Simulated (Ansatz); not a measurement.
## Electronic structure of BrCl$_{3}$Zr (SMILES [Cl][Zr]([Cl])([Cl])[Br]) in real space

```xyz
5

Cl   -0.8029   -0.1397    2.1659
Zr    0.0060   -0.0434   -0.0003
Cl    2.0264   -1.1663   -0.1175
Cl   -1.5128   -1.0412   -1.4336
Br    0.3333    2.3170   -0.6560
```

Geometry: PBE0-D4/def2-TZVP; core potentials replace the inner electrons of Zr.

All numbers below come from RKS PBE0-D4/def2-TZVPP (Ansatz).

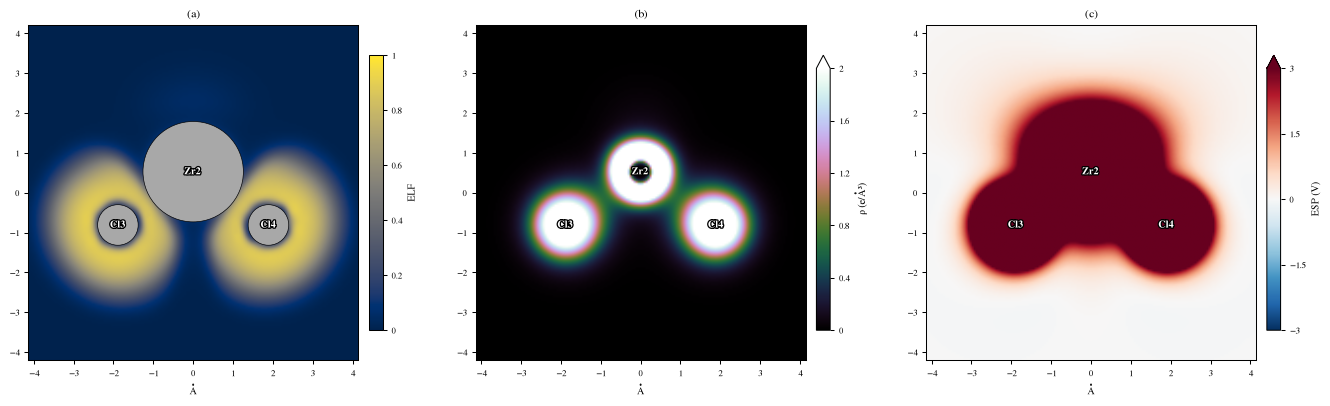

Figure 1. (a) electron localisation function; (b) electron density; (c) electrostatic potential on the plane of atoms Cl3, Zr2 and Cl4. Grey discs cover the atomic cores in the ELF map.

Read the bonding off the picture.

Answer.
- The plane passes through Zr and Cl nuclei.
- Zr–Cl (2.31 Å): ρ is about 0.65 e/Å³ halfway; the ELF peaks at about 0.85 in the valence shell of Cl, 0.8 Å from its nucleus, and is about 0.35 at the midpoint.
- The potential has no marked negative region in this plane.

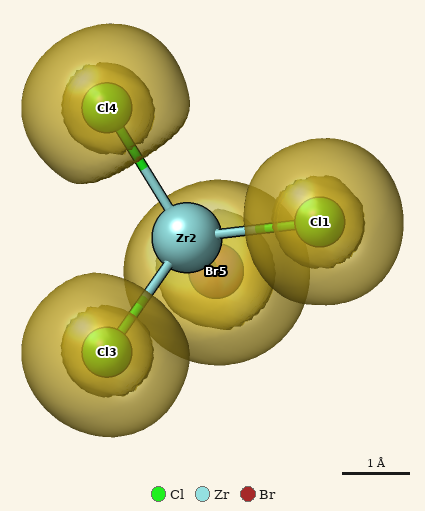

Figure 2. Isosurface of the electron localisation function at 0.75 (yellow), seen at an oblique angle. Only the valence region is drawn (cores and ρ < 0.01 e/Å³ removed).

Where are the electrons localised?

Answer. The surface consists of one region wrapped around Br (its valence shell) and three regions wrapped around Cl (the valence shell of each).


 Zr–Br (2.47 Å): the ELF peaks at about 0.80 in the valence shell of Br, 1.0 Å from its nucleus, and is about 0.45 at the midpoint.

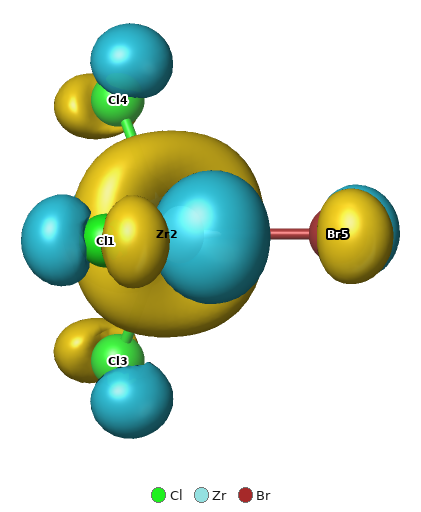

Figure 3. The LUMO at ±0.1 Å⁻³ᐟ² (yellow and cyan are the two phases), seen at a tilt.

Describe this orbital and give its energy.

Answer. By Hirshfeld shares it lies mainly on Zr2 (about 65 %), Br5 (about 10 %), Cl3 (about 10 %), Cl1 (about 10 %) and Cl4 (about 10 %). It is one of a degenerate set, so its orientation is arbitrary. Its energy is −2.70 eV.
